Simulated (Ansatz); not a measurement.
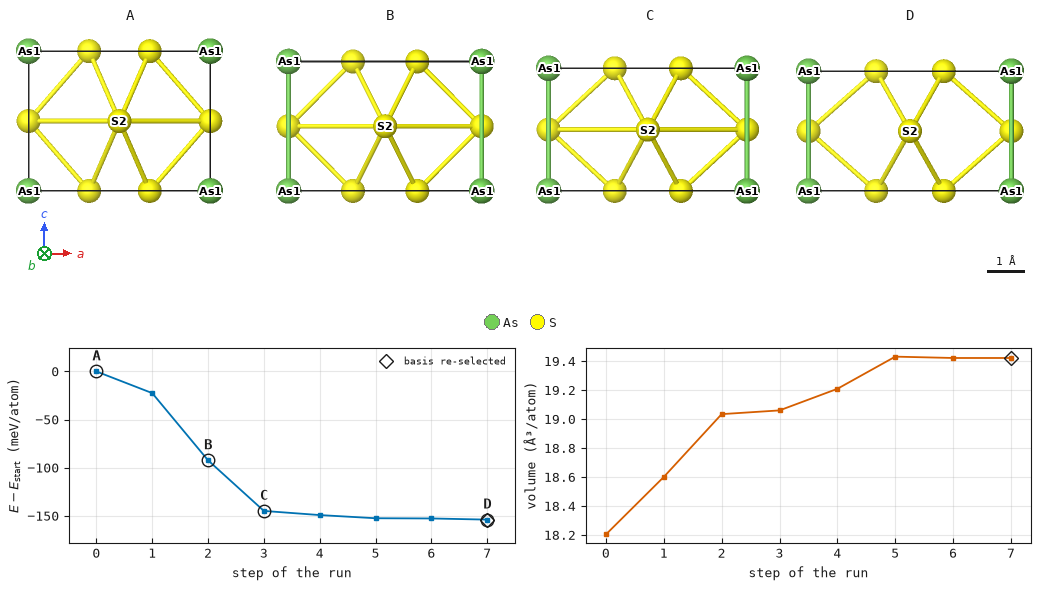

Frames of a relaxation of crystalline AsS5 (a generated structure, set up in P6/mmm) (coarse preliminary run), marked on the history of the run. A ball-and-stick model of the cell of the calculation, seen along the b axis.

Computed with DFT PBE, scalar-relativistic, plane waves, PAW in Ansatz 0.2.0. Settings: plane-wave cutoff 420 eV; k-point mesh 6 × 6 × 4; occupations gaussian; smearing width 0.1 eV; no spin polarisation; cell and atoms relaxed; force threshold 0.04 eV/Å; at most 70 steps.

> What happens along the run?

The atoms keep their places relative to the cell (all moves are under 0.005 Å). The drawn cell changes as follows: a = b 5.743 → 6.409 Å (+11.6 %), c 3.825 → 3.276 Å (−14.3 %); the volume changes by +6.7 %. Some distances before and after: As–As 3.825 → 3.276 Å, S–S 2.871 → 3.204 Å, S–S 2.531 → 2.471 Å. Among the angles between lasting bonds that change: S–S–S 81.8° → 97.0°, S–S–S 98.2° → 83.0°, S–S–S 69.1° → 80.8°. The space group stays P6/mmm (No. 191). The energy falls by 154 meV per atom in 6 accepted moves (7 points after the start). All forces vanish by symmetry, so only the cell relaxes. Pressure: 0.49 GPa at the start and −0.01 GPa at the end. At 1 point the geometry stayed and the basis and grid were re-selected for the new cell (energy shift of 1.2 meV per atom at most each time). From step 0 to 2: volume +4.6 %, energy −92.3 meV per atom. From step 2 to 3: volume +0.1 %, energy −52.5 meV per atom. From step 3 to 7: volume +1.9 %, energy −9.0 meV per atom.

Limits of the set-up: the k-point mesh is coarse for a cell with partly filled bands.
